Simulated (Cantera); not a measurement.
Charge: 1 mol HF, 0.12 mol SO2, 0.067 mol H2, 0.83 mol H2O, at 1 atm.

These are equilibrium values from Cantera (NASA tables, ideal gas, pure condensed phases), not measurements of a reactor. Candidate condensed phases: H2O, H2SO4, S; 43 gas species. Gases not in the tables: S3 to S7. The numbers say what is thermodynamically allowed, not how fast it happens.

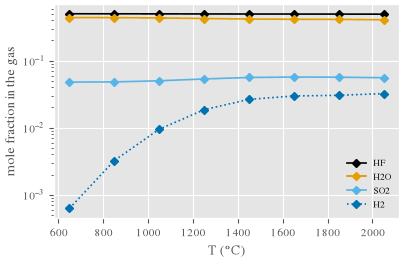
Figure. Equilibrium gas composition (values under 1e-9 drawn at 1e-9)

### Question
Read off the mole fractions at 2050 °C.

### Answer
HF about 0.49, H2O about 0.41, SO2 about 0.056, H2 about 0.032.
